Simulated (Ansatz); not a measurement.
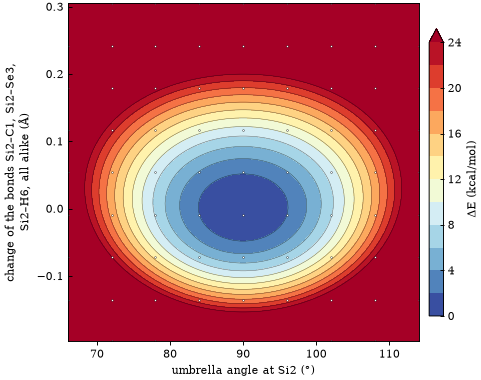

CH3SeSi, SMILES C=[SiH][Se-], charge −1. 
- First axis: umbrella angle at Si2 (between each of its bonds and their common axis; 90 is planar). Second axis: change of the bonds Si2–C1, Si2–Se3, Si2–H6, all alike.
- Nothing is relaxed (all other coordinates rigid).
- Grid: 9 × 9 points; 45 points were computed and 36 follow by symmetry.
- Points are written as (first, second).
- Energies are in kcal/mol, from the relaxed molecule at the same level.
- Method: RKS PBE0-D4/def2-TZVPD in Ansatz 0.2.0.

Drawn: filled contours, dots at the grid points, one colour for all values above the top of the scale. Between grid points the surface is interpolated.

### Where is the minimum, and how stiff is the well along each coordinate?

The interpolated minimum is at the first coordinate ≈ 90.0°, the second coordinate ≈ 0.000 Å. The curvatures there are about 15 eV/rad² and 70 eV/Å², with a cross term of about 0 eV/(rad·Å). Round the minimum the two coordinates are nearly uncoupled. (1 eV is 23.1 kcal/mol.)
